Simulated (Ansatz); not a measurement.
## Geometry relaxation, with input and output: Si3H8 (part 1 of 2)

System: Si3H8.
Method: RKS B3LYP-D4/6-31G* (Ansatz 0.2.0).

It belongs to a series of runs on one base structure; here: start relaxed.

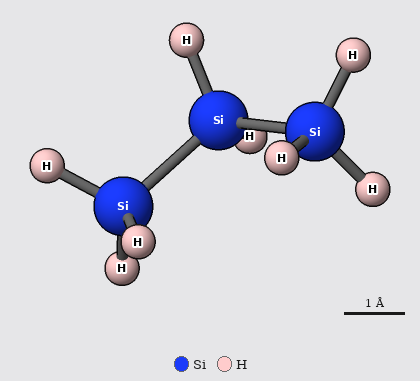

Fig. 1: The starting structure (ball-and-stick view, seen at a tilt). Bond lengths as drawn: H–Si 1.46 Å and Si–Si 2.22 Å.

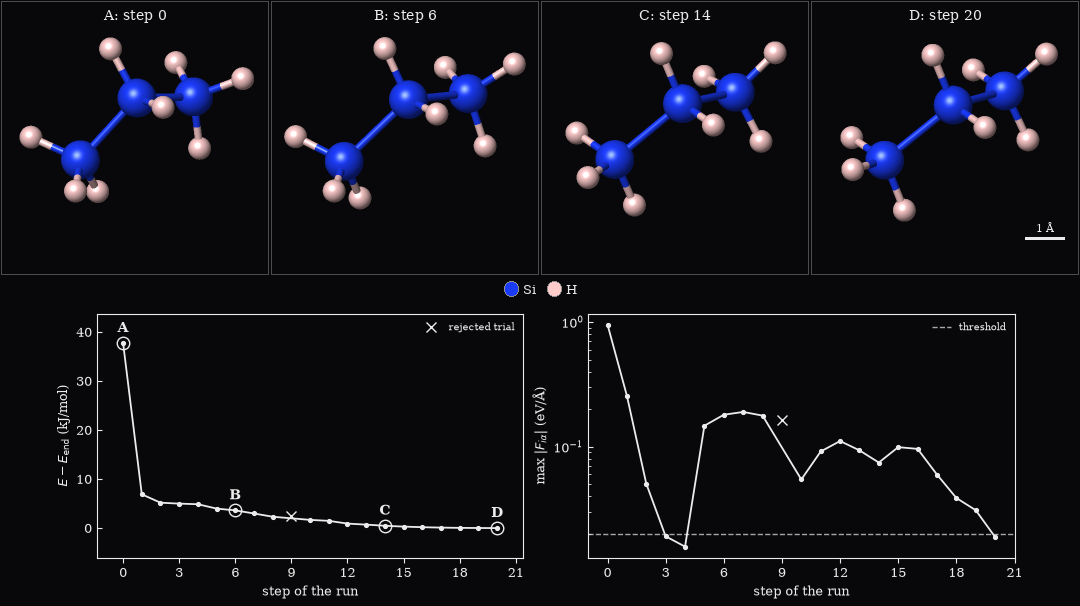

Fig. 2: Frames of the relaxation (ball-and-stick view, seen at a tilt) above the curves, on which the letters mark them (the first geometry is step 0 here and step 1 in the log).

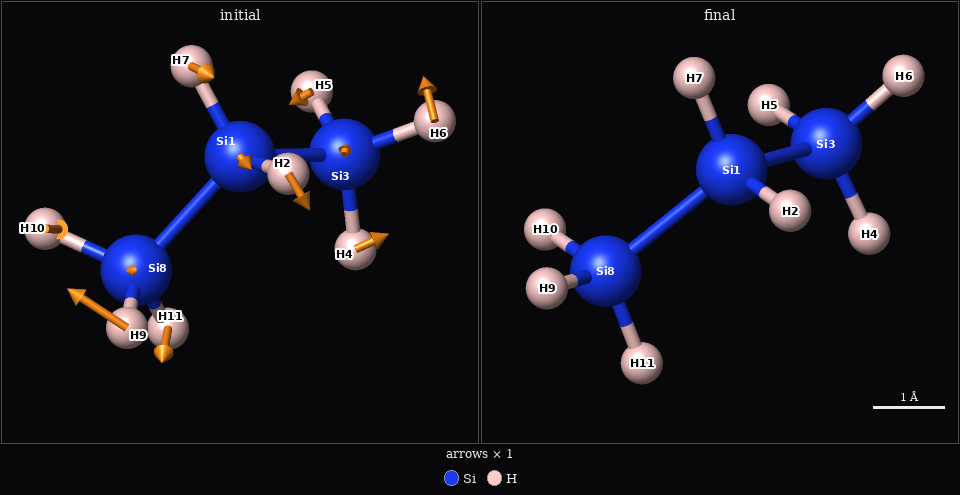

Fig. 3: Before (left) and after (right) the relaxation, at one scale (ball-and-stick view, seen at a tilt). The orange arrows give the displacements, at true length. After 20 geometry steps the energy has fallen by 37.7 kJ/mol. The largest force component goes from 0.95 to 0.019 eV/Å. The line search rejected the trial step at point 9 (counted from 0) and went back. H9 moves most after the best rigid fit: 1.03 Å. By element the largest moves are H 1.03 Å, Si 0.28 Å. Among the contacts that change: Si1–Si3 2.220 → 2.348 Å, Si1–H2 1.460 → 1.492 Å. Among the angles that change: Si3–Si1–Si8 109.5° → 111.6°, H2–Si1–H7 109.5° → 107.4°. (Atoms are counted from 1 in the order of the input.)

These pictures come from the run below.

Input
```yaml
crystal:
  periodic: [false, false, false]
  atoms:
    - { symbol: Si, position_ang: [0.0, 0.0, 0.0] }
    - { symbol: H, position_ang: [0.0, 0.0, 1.46] }
    - { symbol: Si, position_ang: [2.0935, 0.0, -0.7393] }
    - { symbol: H, position_ang: [2.5508, -1.3762, -0.9079] }
    - { symbol: H, position_ang: [2.1573, 0.6939, -2.0222] }
    - { symbol: H, position_ang: [2.951, 0.6823, 0.2255] }
    - { symbol: H, position_ang: [-0.6877, 1.1914, -0.4862] }
    - { symbol: Si, position_ang: [-1.0456, -1.8115, -0.7393] }
    - { symbol: H, position_ang: [-1.7029, -2.4846, 0.3772] }
    - { symbol: H, position_ang: [-2.0454, -1.4265, -1.7311] }
    - { symbol: H, position_ang: [-0.0777, -2.7173, -1.3511] }
basis:
  gaussian: { orbitals: "6-31G*" }
hamiltonian:
  xc: b3lyp
  dispersion: d4
relax:
  f_tol: 0.02
  max_steps: 40
```

Command:
```bash
ansatz run input.yaml --threads 1 --pin off --max-ram 2048MiB --backend cpu --events-out ev --progress --plain --runs-dir out
```

Log
```
The last accepted step is kept in [file] (removed where the run ends without a failure and the disk answers)
Engine: ansatz 0.2.0, aarch64-unknown-linux-gnu
Functional definition: B3LYP
  parameter a0 = 0.2
  parameter ax = 0.72
  parameter ac = 0.81
  exchange = (1 - a0 - ax)*slater_x + ax*b88_x + a0*exact_x
  correlation = (1 - ac)*vwn_rpa_c + ac*lyp_c
793 factors; integrals over basis functions are off by at most 6.8e-4 eV
mean field evaluation 1: about -23762.1268 eV, gradient 1.2e1 eV
mean field evaluation 2: about -23762.6359 eV, gradient 6.6e0 eV
mean field evaluation 4: about -23762.8085 eV, gradient 2.4e-1 eV
mean field evaluation 8: about -23762.8239 eV, gradient 7.4e-3 eV
mean field -23762.82392034 eV, -873.2676720521 hartree, gradient 5.3e-5 eV, S^2 0.000000; 0 other end points of the search recorded, 0 dependent functions left out
the calculation of the forces begins
reference -23762.82419946 eV, -873.2676823093 hartree; 25, 25 occupied and 48, 48 virtual orbitals, 793 factors
relax step   1: F+E_penalty+E_count = -23763.23208717 eV  Δ(F+E_penalty+E_count) = +0.000e0 eV  max|allowed force component| = 9.533e-1 eV/Å  Δτ_max = 0.0000 Å  (22 SCF iters, accepted)
these checks for a lower state are left out or cut short: starts, cluster_reference, orbital_swaps, neighbouring_geometries, increment
793 factors; integrals over basis functions are off by at most 7.3e-4 eV
mean field evaluation 16: about -23763.1656 eV, gradient 6.1e-2 eV
mean field -23763.16558451 eV, -873.2802279787 hartree, gradient 1.8e-5 eV, S^2 0.000000; 0 other end points of the search recorded, 0 dependent functions left out
[... from here on the field's lines of each further geometry are left out, up to the last ...]
relax step   2: F+E_penalty+E_count = -23763.55184706 eV  Δ(F+E_penalty+E_count) = -3.198e-1 eV  max|allowed force component| = 2.562e-1 eV/Å  Δτ_max = 0.1944 Å  (24 SCF iters, accepted)
relax step   3: F+E_penalty+E_count = -23763.56951014 eV  Δ(F+E_penalty+E_count) = -1.766e-2 eV  max|allowed force component| = 5.054e-2 eV/Å  Δτ_max = 0.0337 Å  (24 SCF iters, accepted)
relax step   4: F+E_penalty+E_count = -23763.57149720 eV  Δ(F+E_penalty+E_count) = -1.987e-3 eV  max|allowed force component| = 1.913e-2 eV/Å  Δτ_max = 0.0215 Å  (20 SCF iters, accepted)
relax step   5: F+E_penalty+E_count = -23763.57276592 eV  Δ(F+E_penalty+E_count) = -1.269e-3 eV  max|allowed force component| = 1.582e-2 eV/Å  Δτ_max = 0.0180 Å  (20 SCF iters, accepted)
relax step   6: F+E_penalty+E_count = -23763.58202561 eV  Δ(F+E_penalty+E_count) = -9.260e-3 eV  max|allowed force component| = 1.474e-1 eV/Å  Δτ_max = 0.1952 Å  (23 SCF iters, accepted)
relax step   7: F+E_penalty+E_count = -23763.58578828 eV  Δ(F+E_penalty+E_count) = -3.763e-3 eV  max|allowed force component| = 1.805e-1 eV/Å  Δτ_max = 0.0842 Å  (23 SCF iters, accepted)
relax step   8: F+E_penalty+E_count = -23763.59233988 eV  Δ(F+E_penalty+E_count) = -6.552e-3 eV  max|allowed force component| = 1.901e-1 eV/Å  Δτ_max = 0.1008 Å  (23 SCF iters, accepted)
relax step   9: F+E_penalty+E_count = -23763.59921324 eV  Δ(F+E_penalty+E_count) = -6.873e-3 eV  max|allowed force component| = 1.777e-1 eV/Å  Δτ_max = 0.1213 Å  (23 SCF iters, accepted)
relax step  10: F+E_penalty+E_count = -23763.59758102 eV  Δ(F+E_penalty+E_count) = +1.632e-3 eV  max|allowed force component| = 1.640e-1 eV/Å  Δτ_max = 0.1035 Å  (23 SCF iters, rejected (line search))
relax step  11: F+E_penalty+E_count = -23763.60587367 eV  Δ(F+E_penalty+E_count) = -6.660e-3 eV  max|allowed force component| = 5.462e-2 eV/Å  Δτ_max = 0.0508 Å  (24 SCF iters, accepted)
relax step  12: F+E_penalty+E_count = -23763.60791881 eV  Δ(F+E_penalty+E_count) = -2.045e-3 eV  max|allowed force component| = 9.158e-2 eV/Å  Δτ_max = 0.1000 Å  (23 SCF iters, accepted)
relax step  13: F+E_penalty+E_count = -23763.61371899 eV  Δ(F+E_penalty+E_count) = -5.800e-3 eV  max|allowed force component| = 1.111e-1 eV/Å  Δτ_max = 0.1235 Å  (23 SCF iters, accepted)
relax step  14: F+E_penalty+E_count = -23763.61589086 eV  Δ(F+E_penalty+E_count) = -2.172e-3 eV  max|allowed force component| = 9.354e-2 eV/Å  Δτ_max = 0.0449 Å  (24 SCF iters, accepted)
relax step  15: F+E_penalty+E_count = -23763.61831972 eV  Δ(F+E_penalty+E_count) = -2.429e-3 eV  max|allowed force component| = 7.467e-2 eV/Å  Δτ_max = 0.0741 Å  (23 SCF iters, accepted)
relax step  16: F+E_penalty+E_count = -23763.62008032 eV  Δ(F+E_penalty+E_count) = -1.761e-3 eV  max|allowed force component| = 9.924e-2 eV/Å  Δτ_max = 0.1074 Å  (23 SCF iters, accepted)
relax step  17: F+E_penalty+E_count = -23763.62133853 eV  Δ(F+E_penalty+E_count) = -1.258e-3 eV  max|allowed force component| = 9.611e-2 eV/Å  Δτ_max = 0.0429 Å  (24 SCF iters, accepted)
relax step  18: F+E_penalty+E_count = -23763.62217965 eV  Δ(F+E_penalty+E_count) = -8.411e-4 eV  max|allowed force component| = 5.983e-2 eV/Å  Δτ_max = 0.0368 Å  (24 SCF iters, accepted)
relax step  19: F+E_penalty+E_count = -23763.62277166 eV  Δ(F+E_penalty+E_count) = -5.920e-4 eV  max|allowed force component| = 3.882e-2 eV/Å  Δτ_max = 0.0418 Å  (23 SCF iters, accepted)
relax step  20: F+E_penalty+E_count = -23763.62302045 eV  Δ(F+E_penalty+E_count) = -2.488e-4 eV  max|allowed force component| = 3.097e-2 eV/Å  Δτ_max = 0.0222 Å  (20 SCF iters, accepted)
the calculation of the forces begins
reference -23763.23951986 eV, -873.2829450525 hartree; 25, 25 occupied and 48, 48 virtual orbitals, 793 factors
relax step  21: F+E_penalty+E_count = -23763.62327334 eV  Δ(F+E_penalty+E_count) = -2.529e-4 eV  max|allowed force component| = 1.889e-2 eV/Å  Δτ_max = 0.0414 Å  (23 SCF iters, accepted)
793 factors; integrals over basis functions are off by at most 7.3e-4 eV
mean field evaluation 160: about -23763.2392 eV, gradient 1.7e-3 eV
mean field -23763.23923063 eV, -873.2829344234 hartree, gradient 1.7e-5 eV, S^2 0.000000; 1 other end points of the search recorded, 0 dependent functions left out
the calculation of the forces begins
reference -23763.23951986 eV, -873.2829450525 hartree; 25, 25 occupied and 48, 48 virtual orbitals, 793 factors
Total energy: -23763.62356257 eV, -873.2970583620 hartree
Atom 0 at     0.084402    -0.149879     0.223694 Å, force     0.002602     0.008266     0.002415 eV/Å
Atom 1 at     0.310949    -0.490927     1.658124 Å, force    -0.004182    -0.001046     0.002137 eV/Å
Atom 2 at     2.156376     0.150923    -0.839523 Å, force     0.004980     0.001930    -0.015767 eV/Å
Atom 3 at     2.971609    -1.091331    -0.736795 Å, force    -0.003476     0.005124    -0.001541 eV/Å
Atom 4 at     1.954360     0.456636    -2.283685 Å, force     0.001789    -0.002429     0.013845 eV/Å
Atom 5 at     2.922058     1.270659    -0.224061 Å, force    -0.005487    -0.010215    -0.001965 eV/Å
Atom 6 at    -0.682448     1.129234     0.184831 Å, force    -0.002635    -0.002432     0.000502 eV/Å
Atom 7 at    -1.175314    -1.847318    -0.799392 Å, force    -0.005933    -0.005995    -0.005479 eV/Å
Atom 8 at    -2.479559    -2.044260    -0.106084 Å, force     0.018681     0.001433    -0.011580 eV/Å
Atom 9 at    -1.444477    -1.498304    -2.222853 Å, force     0.003142    -0.006679     0.018890 eV/Å
Atom 10 at    -0.424655    -3.133934    -0.768656 Å, force    -0.009481     0.012042    -0.001455 eV/Å
Dipole moment:    -0.006547     0.007295     0.013078 e Å
```

Trajectory as extended XYZ (Å, eV, eV/Å), 20 of the 21 frames kept, from step=1 to step=21
```
11
Properties=species:S:1:pos:R:3:forces:R:3 step=1 energy=-23763.23209
Si    0.0000    0.0000    0.0000   -0.4298   0.8550   0.6653
H     0.0000    0.0000    1.4600   -0.0399   0.0802   0.6188
Si    2.0935    0.0000   -0.7393    0.9533   0.1212  -0.2310
H     2.5508   -1.3762   -0.9079    0.2773  -0.4977  -0.0817
H     2.1573    0.6939   -2.0222    0.1265   0.2196  -0.5330
H     2.9510    0.6823    0.2255    0.4704   0.2656   0.2805
H    -0.6877    1.1914   -0.4862   -0.3086   0.5701  -0.0756
Si   -1.0456   -1.8115   -0.7393   -0.6100  -0.8130  -0.3053
H    -1.7029   -2.4846    0.3772   -0.3072  -0.3757   0.3460
H    -2.0454   -1.4265   -1.7311   -0.4157   0.0116  -0.4249
H    -0.0777   -2.7173   -1.3511    0.2838  -0.4369  -0.2592
11
Properties=species:S:1:pos:R:3:forces:R:3 step=2 energy=-23763.55185
Si   -0.0126    0.0236    0.0199   -0.0512   0.1732   0.1281
H    -0.0204    0.0452    1.5025   -0.0002  -0.0447   0.1678
Si    2.1935    0.0671   -0.7300    0.2428  -0.0481  -0.1323
H     2.6961   -1.3162   -0.8996    0.0334  -0.1579   0.0122
H     2.2931    0.7301   -2.0518   -0.0461   0.0690  -0.1271
H     3.1244    0.7634    0.1914   -0.0213   0.0927   0.1213
H    -0.7110    1.2576   -0.4165   -0.0739   0.1089  -0.0596
Si   -1.1524   -1.8656   -0.7427   -0.1002  -0.2562  -0.1351
H    -1.8402   -2.5964    0.3483   -0.0433   0.0154   0.1543
H    -2.1711   -1.5378   -1.7683   -0.0736   0.1177  -0.0780
H    -0.2061   -2.8194   -1.3676    0.1337  -0.0699  -0.0516
11
Properties=species:S:1:pos:R:3:forces:R:3 step=3 energy=-23763.56951
Si   -0.0170    0.0352    0.0366    0.0091  -0.0392  -0.0369
H    -0.0290    0.0360    1.5284    0.0226  -0.0185  -0.0120
Si    2.2026    0.0518   -0.7478    0.0182   0.0505   0.0441
H     2.7094   -1.3414   -0.8975   -0.0098   0.0205   0.0219
H     2.2816    0.7174   -2.0786   -0.0069  -0.0187   0.0121
H     3.0951    0.7776    0.2003    0.0013  -0.0021  -0.0434
H    -0.7242    1.2721   -0.4049    0.0121  -0.0079   0.0033
Si   -1.1460   -1.8776   -0.7564   -0.0424   0.0122   0.0185
H    -1.8339   -2.5768    0.3655   -0.0061  -0.0013  -0.0344
H    -2.1621   -1.5120   -1.7829    0.0149  -0.0123   0.0124
H    -0.1832   -2.8310   -1.3770   -0.0131   0.0168   0.0144
11
Properties=species:S:1:pos:R:3:forces:R:3 step=4 energy=-23763.57150
Si   -0.0128    0.0271    0.0312    0.0071  -0.0098  -0.0044
H    -0.0165    0.0219    1.5229    0.0026  -0.0059  -0.0048
Si    2.2104    0.0623   -0.7431   -0.0132  -0.0035  -0.0015
H     2.7160   -1.3316   -0.8841    0.0145   0.0138   0.0121
H     2.2845    0.7201   -2.0776   -0.0013  -0.0181   0.0033
H     3.1073    0.7943    0.1945   -0.0172   0.0077  -0.0156
H    -0.7180    1.2656   -0.4085    0.0017  -0.0013   0.0191
Si   -1.1589   -1.8798   -0.7551    0.0099   0.0084  -0.0033
H    -1.8517   -2.5811    0.3616   -0.0004   0.0112  -0.0131
H    -2.1728   -1.5150   -1.7833    0.0132   0.0025   0.0047
H    -0.1943   -2.8321   -1.3727   -0.0170  -0.0049   0.0034
11
Properties=species:S:1:pos:R:3:forces:R:3 step=5 energy=-23763.57277
Si   -0.0105    0.0230    0.0309    0.0099  -0.0091   0.0086
H    -0.0092    0.0112    1.5225   -0.0002  -0.0063  -0.0016
Si    2.2121    0.0648   -0.7428   -0.0148  -0.0107  -0.0154
H     2.7281   -1.3260   -0.8720    0.0129   0.0054   0.0122
H     2.2833    0.7113   -2.0825   -0.0026  -0.0143  -0.0043
H     3.1046    0.8102    0.1872   -0.0131   0.0158  -0.0026
H    -0.7160    1.2643   -0.3997   -0.0009  -0.0006   0.0151
Si   -1.1624   -1.8797   -0.7566    0.0134   0.0078  -0.0097
H    -1.8614   -2.5777    0.3574   -0.0043   0.0097   0.0001
H    -2.1721   -1.5117   -1.7868    0.0061   0.0087  -0.0037
H    -0.2032   -2.8383   -1.3720   -0.0064  -0.0065   0.0012
```
